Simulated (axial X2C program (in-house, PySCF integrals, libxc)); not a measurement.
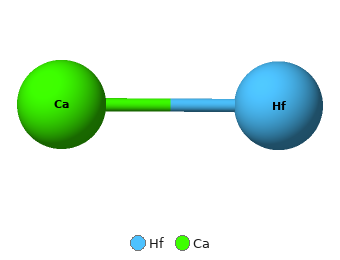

Figure 1. The molecule at the reference distance of 3.300 Å.

**Run report: HfCa, relativistic diatomic calculation**

- system: HfCa, single determinant with Ω = 1.
- method: PBE0, two-component X2C with atomic mean-field Coulomb and Gaunt terms, Hf dyall-cv3z, Ca dyall-cv3z (cores contracted) (axial X2C program (in-house, PySCF integrals, libxc))

The input:
```
{"zs": [72, 20], "q": 0, "bas": ["dyall-cv3z", "dyall-cv3z"], "levels": ["PBE0", "HF", "PW91"], "cc": true, "r0": 3.23, "thr": -1.0, "nmax": 90, "npts": 10, "nst": 2, "ntry": 6}
```

The line is the task of a batch: nuclear charges, charge, bases, the levels to run, a first guess of the distance and further settings. This report covers PBE0 with spin-orbit coupling. The log is that of the reference distance 3.3 Å.

The run was one of a batch that the task file lists, launched with:
```bash
python <driver script> task.json out
```

Output:
```
two-component X2C + atomic mean field  PBE0
basis functions 290  fitting functions 1256  grid points 5808
iter        total energy     max residual
   1     -15754.545205604     2.08e+01
   2     -15755.420584161     1.71e+01
   3     -15755.921755536     1.37e+01
   4     -15756.429613526     2.24e+00
   5     -15756.434608747     2.40e+00
   6     -15756.518701695     5.20e-01
   7     -15756.525012627     2.83e-01
   8     -15756.529178444     1.89e-01
   9     -15756.530582449     1.22e-01
  10     -15756.531177179     6.24e-02
  11     -15756.531475044     2.68e-02
  12     -15756.531626613     2.31e-02
  13     -15756.531719597     3.53e-02
  14     -15756.531781597     2.19e-02
  15     -15756.531839131     2.07e-02
  16     -15756.531868208     2.63e-02
  17     -15756.531894874     1.36e-02
  18     -15756.531926264     1.75e-02
  19     -15756.531958820     2.38e-02
  20     -15756.531974783     1.88e-02
  21     -15756.531988311     5.94e-03
  22     -15756.531996947     4.04e-03
  23     -15756.532001851     4.39e-03
  24     -15756.532004677     4.50e-03
  25     -15756.532005861     5.70e-03
  26     -15756.532006384     1.77e-03
  27     -15756.532006596     4.99e-04
  28     -15756.532006681     2.91e-04
  29     -15756.532006715     3.09e-04
  30     -15756.532006734     1.22e-04
  31     -15756.532006741     9.57e-05
  32     -15756.532006744     1.09e-04
  33     -15756.532006746     8.58e-05
  34     -15756.532006746     3.72e-05
  35     -15756.532006746     3.30e-05
  36     -15756.532006746     3.35e-05
  37     -15756.532006746     7.77e-06
converged
one-electron -22072.50631622  Coulomb 6446.68095551  exact exchange -85.76809732  xc functional -263.00473892  nuclear repulsion 230.91369204  atomic mean-field constant -12.84750184
```

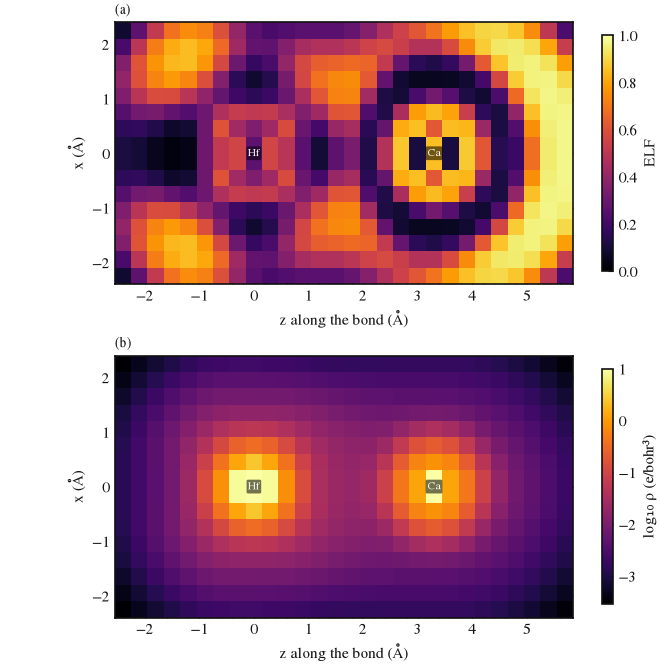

Figure 2. (a) electron localisation function; (b) electron density on a logarithmic scale, in a plane that holds the axis, at 3.30 Å, on points 0.3 Å apart (one half computed, the other mirrored); the structure near the nuclei is finer than these points.

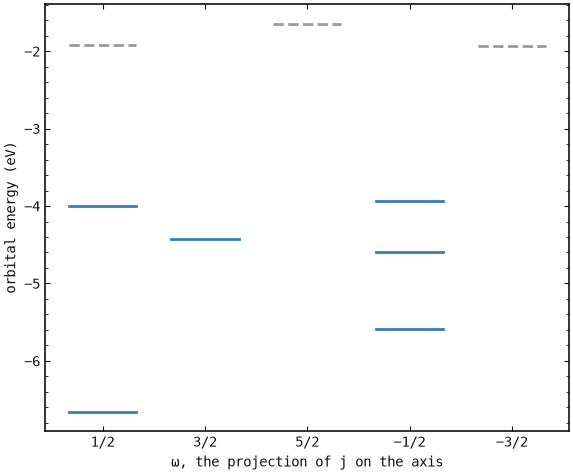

Figure 3. Orbital energies near the frontier at 3.30 Å, filled (solid) and empty (dashed). The highest filled spinor (−1/2; 45 % Ca s, 19 % Ca p) lies at −3.94 eV, the lowest empty one (−3/2; 98 % Hf d) at −1.94 eV.

What the run reported:

- outcome: not converged in a step after the SCF shown
- hardware: 1 thread of INTEL XEON PLATINUM @ 2.30GHz (Emerald Rapids), 24 GiB of memory available, shared host
- wall time: 21 s
- peak memory: 0.76 GiB

What went wrong:

The SCF whose log is shown converged, but a later step did not. The run therefore gave no full result.
